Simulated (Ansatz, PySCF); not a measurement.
Breaking a bond: AlH, singlet.

Levels: UMP2/3-21G = PySCF with unrestricted MP2 (frozen core)/3-21G; RKS-B3LYP/6-31G* = restricted B3LYP/6-31G*, spherical d (PySCF); RCCSDT = CCSDT on RHF/aug-cc-pVTZ, frozen core (Ansatz, a quantum-chemistry and plane-wave program); RMP2/3-21G = restricted MP2 (frozen core)/3-21G in PySCF 2.14.0.

Energies are in kJ/mol, each relative to the lowest point of its own curve near equilibrium.

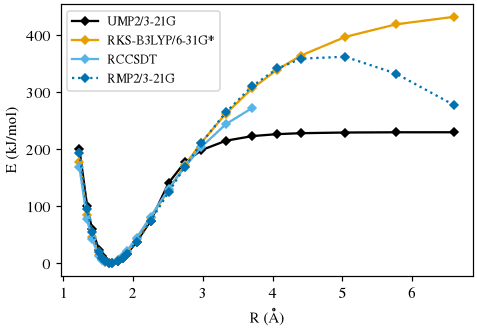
Energy against bond length for each method.

```csv
R / Å,UMP2/3-21G,RKS-B3LYP/6-31G*,RCCSDT,RMP2/3-21G
1.23,199.8,177.9,168.5,193.3
1.34,101.2,84.0,77.8,95.5
1.41,60.6,47.0,42.5,55.6
1.51,24.0,15.5,13.1,20.4
1.56,12.9,6.9,5.4,10.1
1.60,6.8,2.7,1.8,4.8
1.66,1.5,0.0,0.0,0.6
1.70,0.0,0.3,0.8,0.0
1.79,3.7,5.5,6.9,3.7
1.85,9.1,11.7,13.5,9.1
1.91,16.2,19.5,21.7,16.2
2.05,37.7,41.9,44.7,37.7
2.25,74.3,79.2,81.9,74.3
2.51,141.2,129.4,130.3,125.0
2.74,176.9,171.7,169.2,168.7
2.98,198.5,211.9,204.2,211.1
3.33,215.0,262.5,244.0,264.9
3.71,223.2,306.8,272.6,310.9
4.07,226.6,339.8,—,341.6
4.41,228.2,364.4,—,358.8
5.04,229.4,396.8,—,362.3
5.77,229.8,419.0,—,332.8
6.61,229.9,432.3,—,277.1
```

At the longest distance, 6.61 Å, RKS-B3LYP/6-31G* lies highest above its minimum (432.3 kJ/mol) and UMP2/3-21G lowest (229.9 kJ/mol).

The RMP2/3-21G curve passes through a maximum at 5.04 Å and then falls by 85.2 kJ/mol up to the last usable point.

Dashes: no converged value, or the column stops at the first point that the program doubted or that broke a chosen test of continuity, which isn't proof of a fault.

The unrestricted determinant behind UMP2/3-21G is spin-contaminated at 1.23 to 1.66, 2.51 to 6.61 Å (<S²> up to 1.0, against 0.00 for a pure singlet). The restricted form behind RKS-B3LYP/6-31G*, RMP2/3-21G keeps the bonding electrons paired and can't separate into open-shell fragments. The T1 diagnostic of CCSD on the restricted reference of RCCSDT exceeds 0.045 at 2.98 to 6.61 Å.
